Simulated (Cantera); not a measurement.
Charge: 1 mol Si, 0.89 mol Cl₂, 13 mol H₂, held at 10000 Pa.

Equilibrium computed with Cantera from the NASA thermochemical tables; the gas is ideal and each condensed phase is pure. Candidate condensed phases: Si; 19 gas species. The tables' values for SiCl₃ are old estimates; treat these amounts as uncertain. The numbers say what is thermodynamically allowed, not how fast it happens.

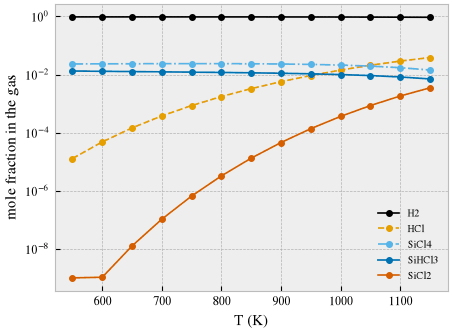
*Equilibrium gas composition (values under 1e-9 drawn at 1e-9)*

From 550 K to 1150 K the condensed part is Si(s). The main Si-bearing gas is SiCl₄ throughout.
